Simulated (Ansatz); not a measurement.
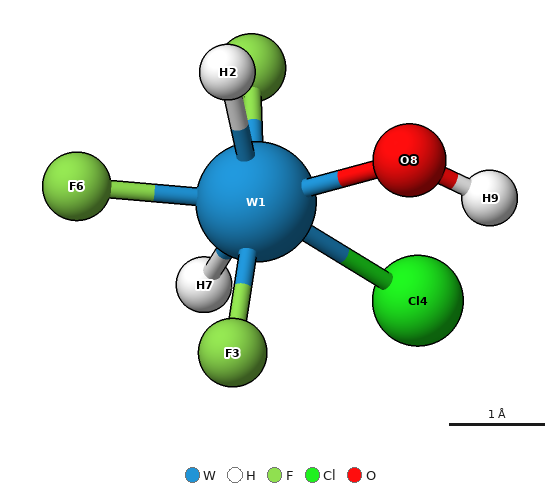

Figure 1. The starting structure (ball-and-stick view, seen at a tilt; atoms are numbered from 1 in the order of the input). Sticks mark near contacts. Bond lengths as drawn: Cl–W 2.42 Å, F–W 1.87 to 1.90 Å, H–O 0.99 Å, H–W 1.78 to 1.79 Å and O–W 1.92 Å.

**WH3ClOF3: nudged elastic band (part 1 of 2)**

The run: nudged elastic band of WH3ClOF3, multiplicity 2. Method and program: UKS PBE/def2-SVP (Ansatz 0.2.0).

It belongs to a series of runs on one base structure; here: band between the two ends. Figures and captions count atoms from 1; the log counts them from 0 in places.

**Input**
```yaml
crystal:
  periodic: [false, false, false]
  atoms:
    - { symbol: W, position_ang: [0.007524, -0.254175, 0.595784] }
    - { symbol: H, position_ang: [-0.342911, -1.750003, 1.488723] }
    - { symbol: F, position_ang: [1.860568, -0.036847, 0.514251] }
    - { symbol: Cl, position_ang: [-0.306709, 2.143019, 0.64573] }
    - { symbol: F, position_ang: [-1.823674, -0.428925, 0.233231] }
    - { symbol: F, position_ang: [0.331049, -1.703959, -0.592604] }
    - { symbol: H, position_ang: [-0.096223, 0.591484, -0.983767] }
    - { symbol: O, position_ang: [-0.053939, 0.116446, 2.482681] }
    - { symbol: H, position_ang: [-0.090087, 1.06186, 2.763071] }
magnetization:
  spin_polarized: true
  initial_magnetization: 1
basis:
  gaussian: { orbitals: def2-SVP }
hamiltonian:
  xc: pbe
neb:
  order_check: false
  images: 9
  f_tol: 0.03
  max_iterations: 60
  spring: 0.5
  final_atoms:
    - { symbol: W, position_ang: [-0.07078703, 0.08220606, 0.02625062] }
    - { symbol: H, position_ang: [-0.14029522, 0.30821759, 2.98273022] }
    - { symbol: F, position_ang: [1.73781291, 0.30558114, 0.4086503] }
    - { symbol: Cl, position_ang: [-0.48929653, 2.32311646, 0.55693744] }
    - { symbol: F, position_ang: [-1.88538443, -0.27599631, -0.09389487] }
    - { symbol: F, position_ang: [0.26913228, -1.79834603, -0.13891164] }
    - { symbol: H, position_ang: [0.13285708, 0.41305642, -1.6284001] }
    - { symbol: O, position_ang: [-0.25720111, -0.41427298, 2.33543007] }
    - { symbol: H, position_ang: [0.18876006, -1.20466236, 2.69830796] }
  initial_path:
    images:
      - { positions_ang: [[0.007524, -0.254175, 0.595784], [-0.342911, -1.750003, 1.488723], [1.860568, -0.036847, 0.514251], [-0.306709, 2.143019, 0.64573], [-1.823674, -0.428925, 0.233231], [0.331049, -1.703959, -0.592604], [-0.096223, 0.591484, -0.983767], [-0.053939, 0.116446, 2.482681], [-0.090087, 1.06186, 2.763071]] }
      - { positions_ang: [[0.00580953, -0.19822258, 0.47688185], [-0.27560656, -1.40481342, 1.58510649], [1.85637467, 0.0127425, 0.41358898], [-0.29355708, 2.1949707, 0.52869299], [-1.82727881, -0.37512527, 0.18490591], [0.30176902, -1.72606671, -0.4830045], [-0.07625553, 0.4869731, -1.13064845], [-0.04513922, 0.08174362, 2.64218873], [-0.160518, 0.66669807, 2.92938801]] }
      - { positions_ang: [[0.00409505, -0.14227017, 0.3579797], [-0.20830213, -1.05962384, 1.68148997], [1.85218133, 0.06233201, 0.31292697], [-0.28040517, 2.2469224, 0.41165598], [-1.83088363, -0.32132555, 0.13658083], [0.27248904, -1.74817443, -0.37340501], [-0.05628806, 0.3824622, -1.2775299], [-0.03633944, 0.04704124, 2.80169645], [-0.23094901, 0.27153614, 3.09570501]] }
      - { positions_ang: [[0.00238058, -0.08631775, 0.23907755], [-0.14099769, -0.71443426, 1.77787346], [1.847988, 0.11192151, 0.21226495], [-0.26725325, 2.29887411, 0.29461897], [-1.83448844, -0.26752582, 0.08825574], [0.24320906, -1.77028214, -0.26380551], [-0.03632058, 0.27795129, -1.42441135], [-0.02753965, 0.01233886, 2.96120418], [-0.30138001, -0.12362579, 3.26202202]] }
      - { positions_ang: [[0.0006661, -0.03036534, 0.1201754], [-0.07369326, -0.36924469, 1.87425695], [1.84379466, 0.16151101, 0.11160293], [-0.25410133, 2.35082581, 0.17758195], [-1.83809325, -0.21372609, 0.03993066], [0.21392908, -1.79238985, -0.15420602], [-0.01635311, 0.17344039, -1.5712928], [-0.01873987, -0.02236352, 3.12071191], [-0.37181102, -0.51878772, 3.42833903]] }
      - { positions_ang: [[-0.00104837, 0.02558708, 0.00127324], [-0.00638882, -0.02405511, 1.97064043], [1.83960133, 0.21110052, 0.01094092], [-0.24094942, 2.40277751, 0.06054494], [-1.84169806, -0.15992636, -0.00839443], [0.1846491, -1.81449757, -0.04460652], [0.00361436, 0.06892949, -1.71817425], [-0.00994009, -0.0570659, 3.28021963], [-0.44224202, -0.91394965, 3.59465603]] }
      - { positions_ang: [[-0.0149961, 0.03691087, 0.00626872], [-0.0331701, 0.04239943, 2.17305839], [1.81924364, 0.22999664, 0.09048279], [-0.29061884, 2.3868453, 0.15982344], [-1.85043534, -0.18314035, -0.02549452], [0.20154573, -1.81126726, -0.06346755], [0.02946291, 0.13775488, -1.70021942], [-0.05939229, -0.12850731, 3.09126172], [-0.3160416, -0.9720922, 3.41538642]] }
      - { positions_ang: [[-0.02894384, 0.04823467, 0.01126419], [-0.05995138, 0.10885397, 2.37547635], [1.79888596, 0.24889277, 0.17002467], [-0.34028826, 2.37091309, 0.25910194], [-1.85917261, -0.20635434, -0.0425946], [0.21844237, -1.80803695, -0.08232857], [0.05531145, 0.20658026, -1.68226459], [-0.1088445, -0.19994873, 2.90230381], [-0.18984119, -1.03023474, 3.2361168]] }
      - { positions_ang: [[-0.04289157, 0.05955847, 0.01625967], [-0.08673266, 0.17530851, 2.57789431], [1.77852827, 0.26778889, 0.24956655], [-0.38995769, 2.35498088, 0.35838044], [-1.86790988, -0.22956833, -0.05969469], [0.23533901, -1.80480664, -0.10118959], [0.08115999, 0.27540565, -1.66430976], [-0.1582967, -0.27139015, 2.7133459], [-0.06364077, -1.08837728, 3.05684719]] }
      - { positions_ang: [[-0.0568393, 0.07088227, 0.02125514], [-0.11351394, 0.24176305, 2.78031227], [1.75817059, 0.28668502, 0.32910843], [-0.43962711, 2.33904867, 0.45765894], [-1.87664716, -0.25278232, -0.07679478], [0.25223565, -1.80157633, -0.12005062], [0.10700854, 0.34423104, -1.64635493], [-0.2077489, -0.34283156, 2.52438799], [0.06255965, -1.14651982, 2.87757758]] }
      - { positions_ang: [[-0.07078703, 0.08220606, 0.02625062], [-0.14029522, 0.30821759, 2.98273022], [1.73781291, 0.30558114, 0.4086503], [-0.48929653, 2.32311646, 0.55693744], [-1.88538443, -0.27599631, -0.09389487], [0.26913228, -1.79834603, -0.13891164], [0.13285708, 0.41305642, -1.6284001], [-0.25720111, -0.41427298, 2.33543007], [0.18876006, -1.20466236, 2.69830796]] }
```

Launched with:
```bash
ansatz run input.yaml --threads 4 --pin off --max-ram 5120MiB --backend cpu --events-out ev --progress --plain --runs-dir out
```

**What the program printed**
```
Engine: ansatz 0.2.0, x86_64-unknown-linux-gnu
Functional definition: PBE
  parameter kappa = 0.804
  parameter beta = 0.06672455060314922
  exchange = pbe_x(kappa = kappa, mu = beta*pi^2/3)
  correlation = pbe_c(beta = beta)
1263 factors; their error is unknown
mean field evaluation 1: about -24560.4445 eV, gradient 5.7e1 eV
mean field evaluation 2: about -24321.7019 eV, gradient 2.1e2 eV
mean field evaluation 4: about -24570.0275 eV, gradient 2.6e1 eV
mean field evaluation 8: about -24572.5402 eV, gradient 1.9e0 eV
mean field evaluation 16: about -24572.4861 eV, gradient 3.1e-2 eV
mean field evaluation 32: about -24572.1975 eV, gradient 2.5e0 eV
mean field -24572.48607942 eV, -903.0222075895 hartree, gradient 2.1e-5 eV, S^2 0.756762; 2 other end points of the search recorded, 0 dependent functions left out
the calculation of the forces begins
reference -24572.48615110 eV, -903.0222102235 hartree; 35, 34 occupied and 86, 87 virtual orbitals, 1263 factors
1263 factors; their error is unknown
mean field evaluation 64: about -24574.3479 eV, gradient 2.4e-6 eV
mean field -24574.34790718 eV, -903.0906284977 hartree, gradient 2.4e-6 eV, S^2 0.753167; 4 other end points of the search recorded, 0 dependent functions left out
[... from here on the field's lines of each further geometry are left out, up to the last ...]
NEB iter   1: max|band force component| = 2.416e2 eV/Å  barrier→ = 43.7483 eV  barrier← = 45.6101 eV  Δτ_max = 0.2000 Å  (1295 SCF iters)
NEB iter   2: max|band force component| = 1.110e2 eV/Å  barrier→ = 19.4800 eV  barrier← = 21.3419 eV  Δτ_max = 0.2000 Å  (502 SCF iters)
NEB iter   3: max|band force component| = 6.297e1 eV/Å  barrier→ = 9.3415 eV  barrier← = 11.2033 eV  Δτ_max = 0.2000 Å  (450 SCF iters)
NEB iter   4: max|band force component| = 3.518e1 eV/Å  barrier→ = 4.2979 eV  barrier← = 6.1597 eV  Δτ_max = 0.2000 Å  (447 SCF iters)
NEB iter   5: max|band force component| = 1.848e1 eV/Å  barrier→ = 2.2985 eV  barrier← = 4.1603 eV  Δτ_max = 0.2000 Å  (454 SCF iters)
NEB iter   6: max|band force component| = 9.167e0 eV/Å  barrier→ = 1.4195 eV  barrier← = 3.2814 eV  Δτ_max = 0.1947 Å  (429 SCF iters)
NEB iter   7: max|band force component| = 9.469e0 eV/Å  barrier→ = 2.3974 eV  barrier← = 4.2593 eV  Δτ_max = 0.1017 Å  (454 SCF iters)
NEB iter   8: max|band force component| = 6.566e0 eV/Å  barrier→ = 1.6871 eV  barrier← = 3.5489 eV  Δτ_max = 0.1014 Å  (413 SCF iters)
NEB iter   9: max|band force component| = 3.977e0 eV/Å  barrier→ = 0.8541 eV  barrier← = 2.7159 eV  Δτ_max = 0.1031 Å  (430 SCF iters)
NEB iter  10: max|band force component| = 2.544e0 eV/Å  barrier→ = 0.4011 eV  barrier← = 2.2630 eV  Δτ_max = 0.1014 Å  (417 SCF iters)
NEB iter  11: max|band force component| = 3.598e0 eV/Å  barrier→ = 0.3538 eV  barrier← = 2.2156 eV  Δτ_max = 0.0503 Å  (411 SCF iters)
NEB iter  12: max|band force component| = 2.952e0 eV/Å  barrier→ = 0.3318 eV  barrier← = 2.1937 eV  Δτ_max = 0.1006 Å  (370 SCF iters)
NEB iter  13: max|band force component| = 1.855e0 eV/Å  barrier→ = 0.3035 eV  barrier← = 2.1653 eV  Δτ_max = 0.1015 Å  (393 SCF iters)
NEB iter  14: max|band force component| = 2.064e0 eV/Å  barrier→ = 0.2834 eV  barrier← = 2.1452 eV  Δτ_max = 0.1044 Å  (383 SCF iters)
NEB iter  15: max|band force component| = 1.033e0 eV/Å  barrier→ = 0.2535 eV  barrier← = 2.1154 eV  Δτ_max = 0.2000 Å  (390 SCF iters)
NEB iter  16: max|band force component| = 1.828e0 eV/Å  barrier→ = 0.0000 eV  barrier← = 1.8618 eV  Δτ_max = 0.1013 Å  (418 SCF iters)
NEB iter  17: max|band force component| = 2.111e0 eV/Å  barrier→ = 0.0000 eV  barrier← = 1.8618 eV  Δτ_max = 0.1989 Å  (405 SCF iters)
NEB iter  18: max|band force component| = 4.516e0 eV/Å  barrier→ = 0.0000 eV  barrier← = 1.8618 eV  Δτ_max = 0.1002 Å  (422 SCF iters)
NEB iter  19: max|band force component| = 1.362e0 eV/Å  barrier→ = 0.0000 eV  barrier← = 1.8618 eV  Δτ_max = 0.2000 Å  (412 SCF iters)
NEB iter  20: max|band force component| = 7.083e-1 eV/Å  barrier→ = 0.0000 eV  barrier← = 1.8618 eV  Δτ_max = 0.2000 Å  (412 SCF iters)
NEB iter  21: max|band force component| = 2.883e0 eV/Å  barrier→ = 0.0000 eV  barrier← = 1.8618 eV  Δτ_max = 0.1011 Å  (417 SCF iters)
NEB iter  22: max|band force component| = 1.158e0 eV/Å  barrier→ = 0.0000 eV  barrier← = 1.8618 eV  Δτ_max = 0.2000 Å  (412 SCF iters)
NEB iter  23: max|band force component| = 1.581e0 eV/Å  barrier→ = 0.0794 eV  barrier← = 1.9412 eV  Δτ_max = 0.1007 Å  (420 SCF iters)
NEB iter  24: max|band force component| = 9.924e-1 eV/Å  barrier→ = 0.2150 eV  barrier← = 2.0769 eV  Δτ_max = 0.1008 Å  (402 SCF iters)
NEB iter  25: max|band force component| = 1.670e0 eV/Å  barrier→ = 0.2533 eV  barrier← = 2.1152 eV  CI = image 1  Δτ_max = 0.1978 Å  (402 SCF iters)
NEB iter  26: max|band force component| = 1.197e0 eV/Å  barrier→ = 0.3434 eV  barrier← = 2.2053 eV  CI = image 1  Δτ_max = 0.2000 Å  (411 SCF iters)
NEB iter  27: max|band force component| = 3.346e0 eV/Å  barrier→ = 1.0191 eV  barrier← = 2.8810 eV  CI = image 1  Δτ_max = 0.1024 Å  (398 SCF iters)
NEB iter  28: max|band force component| = 3.074e0 eV/Å  barrier→ = 0.8788 eV  barrier← = 2.7406 eV  CI = image 1  Δτ_max = 0.1976 Å  (391 SCF iters)
NEB iter  29: max|band force component| = 1.054e0 eV/Å  barrier→ = 0.4109 eV  barrier← = 2.2728 eV  CI = image 1  Δτ_max = 0.1213 Å  (395 SCF iters)
NEB iter  30: max|band force component| = 5.862e-1 eV/Å  barrier→ = 0.3753 eV  barrier← = 2.2371 eV  CI = image 1  Δτ_max = 0.1969 Å  (402 SCF iters)
NEB iter  31: max|band force component| = 2.694e-1 eV/Å  barrier→ = 0.3740 eV  barrier← = 2.2358 eV  CI = image 1  Δτ_max = 0.1995 Å  (417 SCF iters)
NEB iter  32: max|band force component| = 1.606e-1 eV/Å  barrier→ = 0.3599 eV  barrier← = 2.2217 eV  CI = image 1  Δτ_max = 0.0639 Å  (402 SCF iters)
NEB iter  33: max|band force component| = 1.054e-1 eV/Å  barrier→ = 0.3548 eV  barrier← = 2.2166 eV  CI = image 1  Δτ_max = 0.0845 Å  (380 SCF iters)
NEB iter  34: max|band force component| = 9.873e-2 eV/Å  barrier→ = 0.3440 eV  barrier← = 2.2059 eV  CI = image 1  Δτ_max = 0.0809 Å  (376 SCF iters)
NEB iter  35: max|band force component| = 1.150e-1 eV/Å  barrier→ = 0.3357 eV  barrier← = 2.1975 eV  CI = image 1  Δτ_max = 0.0405 Å  (380 SCF iters)
NEB iter  36: max|band force component| = 8.229e-2 eV/Å  barrier→ = 0.3299 eV  barrier← = 2.1917 eV  CI = image 1  Δτ_max = 0.0765 Å  (380 SCF iters)
NEB iter  37: max|band force component| = 9.303e-2 eV/Å  barrier→ = 0.3204 eV  barrier← = 2.1822 eV  CI = image 1  Δτ_max = 0.0764 Å  (386 SCF iters)
NEB iter  38: max|band force component| = 9.872e-2 eV/Å  barrier→ = 0.3120 eV  barrier← = 2.1738 eV  CI = image 1  Δτ_max = 0.0808 Å  (365 SCF iters)
NEB iter  39: max|band force component| = 6.525e-2 eV/Å  barrier→ = 0.3066 eV  barrier← = 2.1684 eV  CI = image 1  Δτ_max = 0.0918 Å  (351 SCF iters)
NEB iter  40: max|band force component| = 1.030e-1 eV/Å  barrier→ = 0.3032 eV  barrier← = 2.1650 eV  CI = image 1  Δτ_max = 0.0459 Å  (377 SCF iters)
NEB iter  41: max|band force component| = 9.653e-2 eV/Å  barrier→ = 0.3012 eV  barrier← = 2.1630 eV  CI = image 1  Δτ_max = 0.0356 Å  (375 SCF iters)
NEB iter  42: max|band force component| = 6.555e-2 eV/Å  barrier→ = 0.2998 eV  barrier← = 2.1616 eV  CI = image 1  Δτ_max = 0.0460 Å  (356 SCF iters)
NEB iter  43: max|band force component| = 7.494e-2 eV/Å  barrier→ = 0.2991 eV  barrier← = 2.1609 eV  CI = image 1  Δτ_max = 0.0459 Å  (376 SCF iters)
NEB iter  44: max|band force component| = 4.810e-2 eV/Å  barrier→ = 0.2985 eV  barrier← = 2.1604 eV  CI = image 1  Δτ_max = 0.0281 Å  (379 SCF iters)
NEB iter  45: max|band force component| = 3.603e-2 eV/Å  barrier→ = 0.2982 eV  barrier← = 2.1601 eV  CI = image 1  Δτ_max = 0.0457 Å  (377 SCF iters)
```
